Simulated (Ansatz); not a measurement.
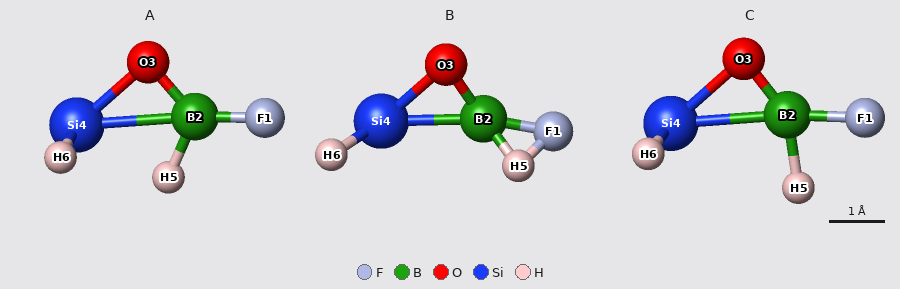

3 geometries from one relaxation of BSiH₂OF, in shuffled order. The picture is a ball-and-stick view, seen face on.

It is one of the separated reactants of a reaction.

All numbers below come from Ansatz 0.2.0, RKS PBE-D4/def2-SVP. Settings: force threshold 0.03 eV/Å; at most 250 steps.

Order the frames from highest to lowest energy.

Answer. B, C, A. They are steps 0, 4, 16, at +6.347 eV, +1.436 eV relative to the last. After 15 accepted moves (16 points after the start) the energy has fallen by 6.347 eV. The largest force component goes from 9.3 to 0.03 eV/Å. The line search rejected the trial step at point 7 of the run. H5 moves most after the best rigid fit: 1.12 Å. Largest moves by element: H 1.12 Å, F 0.68 Å, O 0.33 Å, B 0.31 Å, Si 0.18 Å. Among the contacts that change: F1–H5 1.009 → 2.217 Å, Si4–H5 2.713 → 1.944 Å, B2–Si4 1.887 → 2.244 Å, B2–H5 1.150 → 1.294 Å. Bond angles that change, for instance: F1–B2–H5 47.9° → 115.5°, Si4–B2–H5 124.8° → 59.7°, B2–Si4–H6 124.7° → 89.9°.
